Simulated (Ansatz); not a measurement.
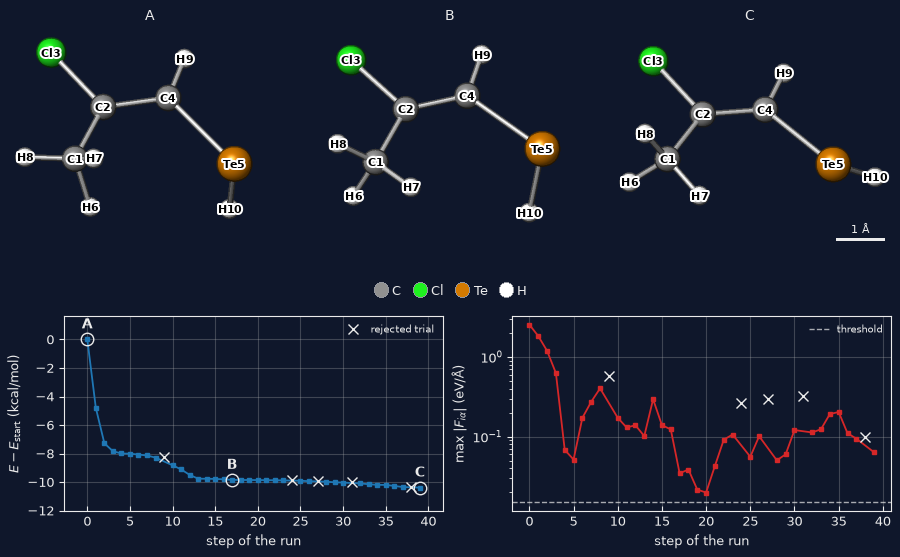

Frames of a relaxation of C$_{3}$H$_{5}$ClTe, marked on the history of the run. Style: ball-and-stick. Shown at a tilt.

The run prepares an end point of a later path (torsion) calculation, from a guessed geometry.

Computed with RKS PBE0-D4/def2-SVP in Ansatz 0.2.0.

Input
```yaml
crystal:
  periodic: [false, false, false]
  atoms:
    - { symbol: C, position_ang: [-0.4424, -1.1141, -0.5458] }
    - { symbol: C, position_ang: [0.015, -0.4264, 0.6973] }
    - { symbol: Cl, position_ang: [-0.3239, -1.2042, 2.2298] }
    - { symbol: C, position_ang: [0.7752, 0.7415, 0.6763] }
    - { symbol: Te, position_ang: [1.1575, 1.793, -1.1234] }
    - { symbol: H, position_ang: [-1.1971, -0.3708, -1.0772] }
    - { symbol: H, position_ang: [0.3843, -1.3079, -1.2282] }
    - { symbol: H, position_ang: [-0.9879, -1.9942, -0.3238] }
    - { symbol: H, position_ang: [1.0526, 1.18, 1.6552] }
    - { symbol: H, position_ang: [-0.3502, 2.6517, -0.9573] }
basis:
  gaussian: { orbitals: def2-SVP }
hamiltonian:
  xc: pbe0
  dispersion: d4
relax:
  f_tol: 0.015
  max_steps: 40
output:
  orbitals: {}
```

Run as
```bash
ansatz run input.yaml --threads 2 --pin off --max-ram 3072MiB --backend cpu --events-out ev --progress --plain --runs-dir out
```

> What happens along the run?

The relaxation stopped without meeting its thresholds, so the last structure isn't shown to be converged. It used up its limit of 40 steps. Over 34 accepted moves (39 points after the start) the energy falls by 10.4 kcal/mol. Largest force component: 2.5 eV/Å at the start, 0.064 eV/Å at the end. The line search rejected the trial steps at points 9, 24, 27, 31, 38 of the run. H6 moves most after the best rigid fit: 1.38 Å. Largest moves by element: H 1.38 Å, C 0.28 Å, Cl 0.25 Å, Te 0.12 Å. Among the contacts that change: C1–H6 1.185 → 1.101 Å, Te5–H10 1.743 → 1.668 Å, C2–C4 1.394 → 1.337 Å, C1–H8 1.059 → 1.102 Å. Among the angles between lasting bonds that change: C1–C2–C4 122.7° → 128.9°, Te5–C4–H9 120.6° → 116.1°, C1–C2–Cl3 117.7° → 113.4°. Groups turn about C1–C2 by about 65°, C4–Te5 by about 45°. Cost: 3.1 min on 2 threads of Intel(R) Xeon(R) Platinum 8259CL CPU @ 2.50GHz (Skylake/Cascade Lake), on a shared host, peak memory 0.31 GiB. From step 0 to 17: H atoms move most (0.88 Å), energy −9.85 kcal/mol. From step 17 to 39: H10 moves most (1.30 Å), energy −0.54 kcal/mol.

```tsv
step	E − E(0), kcal/mol	largest force component, eV/Å	note
0	0.00	2.5368	
1	-4.80	1.8263	
2	-7.28	1.1928	
3	-7.83	0.6271	
4	-7.99	0.0683	
5	-8.01	0.0517	
6	-8.07	0.1726	
7	-8.13	0.2742	
8	-8.28	0.4032	
9	-8.27	0.5764	rejected
10	-8.82	0.1724	
12	-9.49	0.1391	
13	-9.76	0.1018	
15	-9.78	0.1396	
16	-9.81	0.1235	
18	-9.85	0.0387	
19	-9.86	0.0217	
21	-9.86	0.0432	
22	-9.87	0.0918	
24	-9.87	0.2676	rejected
25	-9.91	0.0561	
27	-9.92	0.2939	rejected
28	-9.97	0.0506	
30	-10.03	0.1211	
31	-10.01	0.3224	rejected
33	-10.15	0.1240	
34	-10.19	0.1921	
36	-10.27	0.1106	
37	-10.35	0.0945	
39	-10.39	0.0638
```
